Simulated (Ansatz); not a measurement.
Single-point calculation, with input and output: C2H4ClGe

System: C2H4ClGe, multiplicity 2, SMILES C=[CH][GeH][Cl].
Method: UKS PBE0-D4/def2-TZVPP (Ansatz 0.2.0).

The geometry comes from this level: PBE0-D4/def2-TZVP.

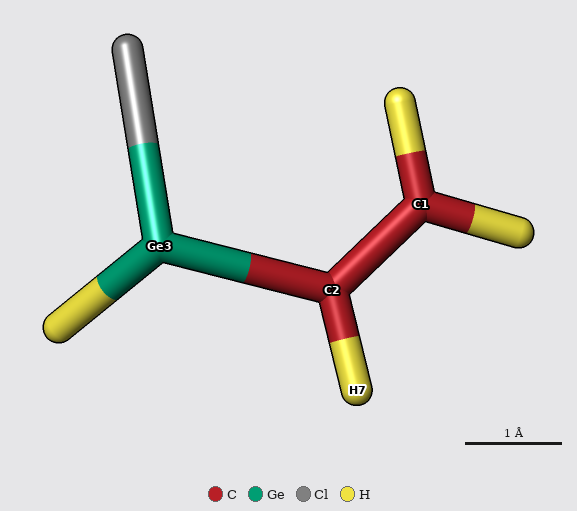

Figure 1. The structure as given in the input (stick view, seen on its broad side; atoms are numbered from 1 in the order of the input). Sticks mark near contacts. Bond lengths as drawn: Cl–Ge 2.16 Å, C–C 1.33 Å, C–Ge 1.93 Å, C–H 1.09 Å and Ge–H 1.55 Å.

Key numbers:

- outcome: converged
- total energy: −71167.0080 eV
- mean-field energy: −71166.8470 eV
- dispersion energy: −0.1611 eV
- ⟨S²⟩: 0.756
- SCF solution under orbital rotations: stable
- HOMO (either spin): −6.18 eV
- LUMO (either spin): −3.05 eV
- hardware: 4 threads of Arm Neoverse V1, 23 GiB of memory available, shared host
- wall time: 5.5 s (CPU time 19 s)
- peak memory: 0.73 GiB

The input:
```yaml
crystal:
  periodic: [false, false, false]
  atoms:
    - {symbol: C, position_ang: [-0.125423, 1.319374, -0.186089]}
    - {symbol: C, position_ang: [0.497674, 0.193872, -0.524645]}
    - {symbol: Ge, position_ang: [0.426298, -1.422838, 0.523829]}
    - {symbol: Cl, position_ang: [-1.191392, -1.227066, 1.947011]}
    - {symbol: H, position_ang: [-0.035914, 2.219987, -0.786647]}
    - {symbol: H, position_ang: [-0.758723, 1.380093, 0.693572]}
    - {symbol: H, position_ang: [1.138368, 0.169909, -1.403687]}
    - {symbol: H, position_ang: [0.141412, -2.690431, -0.319044]}
basis:
  gaussian: {orbitals: def2-TZVPP}
magnetization: {spin_polarized: true, initial_magnetization: 1}
hamiltonian: {xc: pbe0, dispersion: d4}
output: {orbitals: {seedname: orbitals}}
```

Launched with:
```bash
ansatz run in.yaml --threads 4 --pin off --events-out ev --progress --plain --max-ram 10444MiB
```

Log:
```
Functional definition: PBE0
  name "PBE0"
  cite "Adamo & Barone, J. Chem. Phys. 110, 6158 (1999) doi:10.1063/1.478522"
  cite "Perdew, Burke & Ernzerhof, Phys. Rev. Lett. 77, 3865 (1996) doi:10.1103/PhysRevLett.77.3865"
  parent pbe
  parameter a = 0.25
  parameter kappa = 0.804
  parameter beta = 0.06672455060314922
  exchange = (1 - a)*pbe_x(kappa = kappa, mu = beta*pi^2/3) + a*exact_x
  correlation = pbe_c(beta = beta)
1322 factors; their error is unknown
mean field evaluation 1: about -71154.0785 eV, gradient 4.8e1 eV
mean field evaluation 2: about -71104.0731 eV, gradient 9.6e1 eV
mean field evaluation 4: about -71166.3983 eV, gradient 5.3e0 eV
mean field evaluation 8: about -71166.5445 eV, gradient 8.9e-2 eV
mean field evaluation 16: about -71166.8470 eV, gradient 9.7e-4 eV
mean field -71166.84695085 eV, -2615.3333868223 hartree, gradient 2.7e-5 eV, S^2 0.756045; 0 other end points of the search recorded, 0 dependent functions left out
reference -71166.84698004 eV, -2615.3333878950 hartree; 33, 32 occupied and 175, 176 virtual orbitals, 1322 factors
Total energy: -71167.00804452 eV, -2615.3393069057 hartree
```

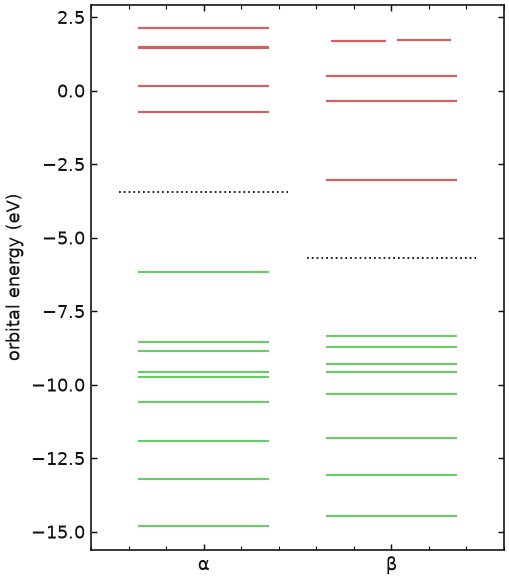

Figure 2. Orbital energies near the frontier for α and β spins; the dotted line parts filled from empty levels, and levels within 0.02 eV of each other stand side by side. α: highest filled −6.18 eV, lowest empty −0.72 eV, 5.46 eV apart; β: highest filled −8.35 eV, lowest empty −3.05 eV, 5.30 eV apart.
